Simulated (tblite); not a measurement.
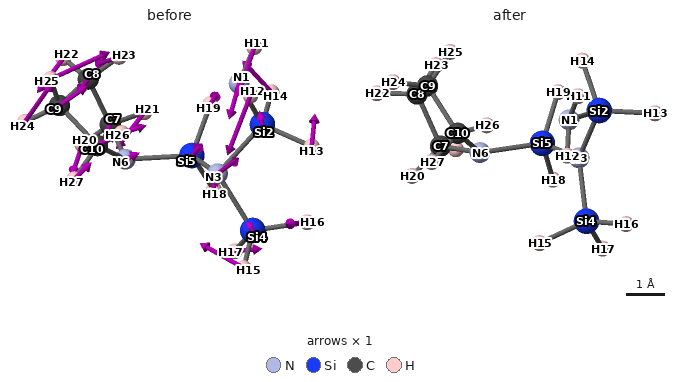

The structure of C₄H₁₇N₃Si₃ before (left) and after (right) a relaxation, at one scale. The purple arrows give the displacements, at their true length.

A ball-and-stick model, seen from a free direction.

Theory: GFN2-xTB geometry optimisation, gas phase in tblite 0.8.0. 

Question: What changed between the two?

Answer: The atom that moves furthest after the best rigid fit is H25 (1.82 Å). By element the largest moves are H 1.82 Å, N 1.02 Å, C 0.91 Å, Si 0.65 Å. Near-neighbour distances that change, for instance: N1–Si2 1.791 → 1.728 Å, Si2–N3 1.803 → 1.739 Å, N3–Si4 1.782 → 1.733 Å, Si5–N6 1.762 → 1.716 Å. Bond angles that change, for instance: Si2–N3–Si5 105.1° → 120.9°, Si2–N3–Si4 107.2° → 120.6°, Si5–N6–C7 107.4° → 120.8°. Groups turn about C9–C10 by about 55°, C8–C9 by about 40°, N1–Si2 by about 40°. Over 247 geometry steps the energy falls by 42.1 kcal/mol. The run took 16 s on 1 thread of Intel(R) Xeon(R) Processor @ 2.50GHz, with other jobs on the host.
